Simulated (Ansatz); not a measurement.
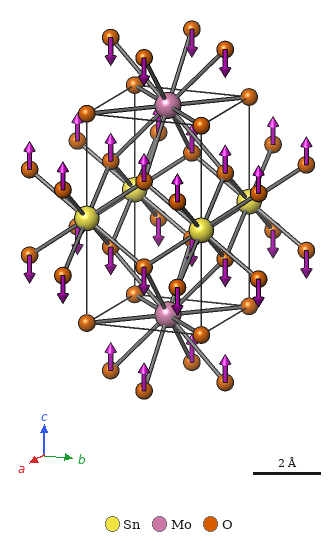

This is a relaxation of crystalline SnMoO$_{5}$ (built on the SiSnPd5-123 type type). The starting structure is drawn; purple arrows show the displacements (the part carried along by the change of the cell is left out), 5 times their true length.

Style: ball-and-stick. Shown: the cell of the calculation, slightly off an axis.

These are results of DFT, PBEsol, plane waves, PAW (Ansatz 0.2.0), not measurements. Settings: plane-wave cutoff 420 eV; k-point mesh 6 × 6 × 4; occupations fermi dirac; smearing width 0.03 eV; no spin polarisation; cell and atoms relaxed; force threshold 0.01 eV/Å; at most 120 steps.

### What did the optimiser do to the structure, and how much energy did it gain?

After 9 accepted moves (11 points after the start) the energy has fallen by 5.670 eV per cell of the calculation. The largest force component goes from 0.96 to 0.00012 eV/Å. Pressure: −37.68 GPa at the start and −0.04 GPa at the end. At 2 points the geometry stayed and the basis and grid were re-selected for the new cell (energy shift of 36.6 meV per cell of the calculation at most each time). The largest moves relative to the cell, 0.18 Å, are those of O atoms. Mo and Sn stay in place. The drawn cell changes as follows: a = b 3.730 → 3.482 Å (−6.7 %), c 6.499 → 5.321 Å (−18.1 %); the volume changes by −28.7 %. Some distances before and after: O–Sn 3.250 → 2.660 Å, Mo–O 2.676 → 2.229 Å, Mo–O 2.638 → 2.462 Å, O–Sn 2.291 → 2.154 Å. Among the angles between lasting bonds that change: Mo–O–Mo 88.4° → 102.7°, Sn–O–Mo 114.6° → 111.6°. The space group stays P4/mmm (No. 123).
